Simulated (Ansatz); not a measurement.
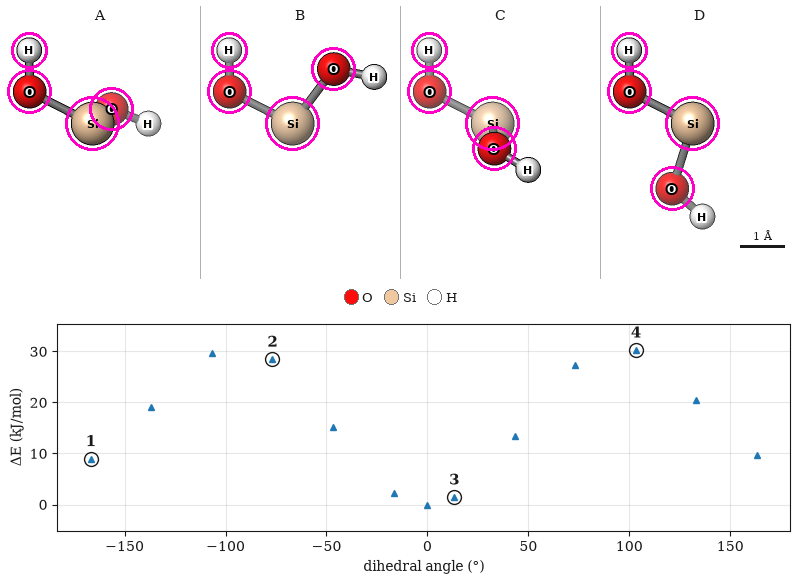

A scan of SiH₂O₂: one H–O–Si–O dihedral angle is varied, with the rest of the molecule carried along rigidly. The frames are shuffled; the numbered points of the plot belong to them. The picture is a ball-and-stick view, seen face on. The ringed atoms are those of the scanned coordinate.

Level of theory: CCSD(T) (def2-TZVPP, Ansatz), on geometries moved rigidly from the minimum at PBE0-D4/def2-TZVP. Coupled cluster with a frozen core. Energies are counted from the PBE0-D4/def2-TZVP minimum geometry at the same level.

### Which frame belongs to which numbered point?

Point 1 is frame D (the dihedral −166.8°, 9.0 kJ/mol); 2 is frame A (the dihedral −76.8°, 28.5 kJ/mol); 3 is frame B (the dihedral 13.2°, 1.5 kJ/mol); 4 is frame C (the dihedral 103.2°, 30.3 kJ/mol). The lowest computed point lies at the dihedral 0.0° (0.0 kJ/mol). Local maxima lie at −106.8° (29.6 kJ/mol), 103.2° (30.3 kJ/mol). The highest point, at 103.2°, lies 30.3 kJ/mol above the lowest and gives an upper estimate of the barrier to rotation, since the rotor is rigid. At −106.8° to 103.2° the mean-field solution behind CCSD(T) isn't stable (a lower one of broken symmetry exists), so those energies are less reliable.
